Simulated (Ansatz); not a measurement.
**[NH2]− (SMILES [NH2-]): HF/3-21G**

Aim: the vertical singlet–triplet gap of [NH2]− at HF/3-21G, from 2 runs. 

The calculation is run with Ansatz 0.2.0.

## 1. The molecule

[NH2]− has 3 atoms, charge -1, and is taken as a singlet. As SMILES, `[NH2-]`. The coordinates come from a PBE0-D4/def2-TZVPD relaxation.

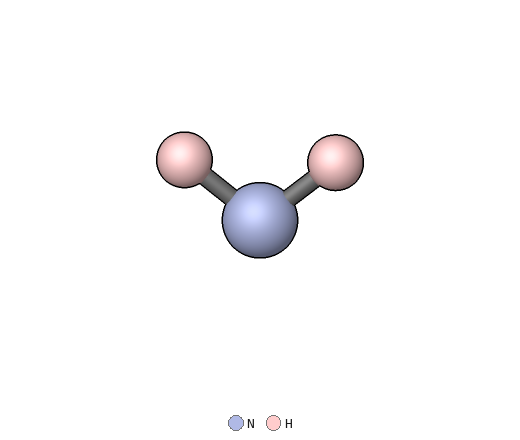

The structure, seen from a chosen angle (nitrogen light blue, hydrogen pink).

## 2. The energy at HF/3-21G

File job.yaml:

```yaml
crystal:
  periodic: [false, false, false]
  atoms:
    - {symbol: "N", position_ang: [0.342200, -0.203000, 0.168700]}
    - {symbol: H, position_ang: [0.125500, 0.801200, 0.156000]}
    - {symbol: H, position_ang: [-0.467700, -0.598200, -0.324700]}
basis:
  gaussian:
    orbitals: 3-21G.json
accuracy: high
total_charge: -1
output:
  orbitals: {seedname: orbitals}
hamiltonian:
  xc: hf
```

The basis set 3-21G is read from a file made from the Basis Set Exchange's data (not shown).

Started as:

```sh
$ ansatz run job.yaml --threads 1 --pin off --max-ram 3480MiB --events-out events.jsonl --progress --plain --runs-dir runs
```

Standard output:

```text
Warning: RAYON_NUM_THREADS=1 ignored (pool sized by the plan → 1); use --threads N
Functional definition: HF
  name "HF"
  exchange = exact_x
  correlation = 0
250 factors; integrals over basis functions are off by at most 3.4e-9 eV
mean field evaluation 1: about -1499.7951 eV, gradient 1.2e1 eV
mean field evaluation 2: about -1499.7995 eV, gradient 1.2e1 eV
mean field evaluation 4: about -1500.2744 eV, gradient 6.6e-1 eV
mean field evaluation 8: about -1500.2754 eV, gradient 5.3e-4 eV
mean field -1500.27540641 eV, -55.1341042623 hartree, gradient 3.4e-8 eV, S^2 0.000000; 0 other end points of the search recorded, 0 dependent functions left out
reference -1500.27540641 eV, -55.1341042623 hartree; 5, 5 occupied and 8, 8 virtual orbitals, 250 factors
Total energy: -1500.27540641 eV, -55.1341042623 hartree
```

Run time: 0.06 s. Hardware: 1 thread of Arm Neoverse V1, shared host.

## 3. The triplet, same level

File input.yaml:

```yaml
basis:
  gaussian: {orbitals: 3-21G.json}
crystal:
  periodic: [false, false, false]
  atoms:
    - {symbol: "N", position_ang: [0.342200, -0.203000, 0.168700]}
    - {symbol: H, position_ang: [0.125500, 0.801200, 0.156000]}
    - {symbol: H, position_ang: [-0.467700, -0.598200, -0.324700]}
total_charge: -1
magnetization: {spin_polarized: true, initial_magnetization: 2}
hamiltonian: {xc: hf}
accuracy: high
output: {orbitals: {seedname: orbitals}}
```

The basis set 3-21G is read from a file made from the Basis Set Exchange's data (not shown).

Started as:

```sh
$ ansatz run input.yaml --threads 1 --pin off --max-ram 3480MiB --events-out events.jsonl --progress --plain --runs-dir runs
```

Standard output:

```text
Warning: RAYON_NUM_THREADS=1 ignored (pool sized by the plan → 1); use --threads N
[... 4 set-up lines as earlier in the session ...]
250 factors; integrals over basis functions are off by at most 3.4e-9 eV
mean field evaluation 1: about -1495.4998 eV, gradient 1.4e1 eV
mean field evaluation 2: about -1495.5086 eV, gradient 1.3e1 eV
mean field evaluation 4: about -1496.4762 eV, gradient 1.3e0 eV
mean field evaluation 8: about -1496.5062 eV, gradient 1.2e-3 eV
mean field evaluation 16: about -1495.4790 eV, gradient 5.3e0 eV
mean field evaluation 32: about -1496.0975 eV, gradient 1.7e0 eV
mean field -1496.50622714 eV, -54.9955894792 hartree, gradient 1.7e-8 eV, S^2 2.005565; 0 other end points of the search recorded, 0 dependent functions left out
reference -1496.50622714 eV, -54.9955894792 hartree; 6, 4 occupied and 7, 9 virtual orbitals, 250 factors
Total energy: -1496.50622714 eV, -54.9955894792 hartree
```

It took 0.08 s on 1 thread of Arm Neoverse V1, shared host.

## 4. Outcome

At HF/3-21G:

```
                                                      quantity         value
                                         singlet: total energy  -55.13410 Eh
                                          singlet: HOMO energy       0.97 eV
                                          singlet: LUMO energy      16.39 eV
singlet: HOMO–LUMO gap (to an unbound level, set by the basis)      15.42 eV
                                         triplet: total energy  -54.99559 Eh
                   triplet: HOMO energy (highest over α and β)       6.45 eV
                    triplet: LUMO energy (lowest over α and β)      13.84 eV
                                                 triplet: ⟨S²⟩         2.006
              vertical energy of the triplet above the singlet      3.769 eV
```

At this shape the triplet lies 3.77 eV (364 kJ/mol) above the singlet. For an anion a state so high probably lies above electron detachment. The HOMO (singlet) lies at positive energy, 0.97 eV: the electron is unbound at this level or held by a compact basis; values depend on the basis. The HOMO (triplet) lies at positive energy, 6.45 eV: the electron is unbound at this level or held by a compact basis; values depend on the basis.
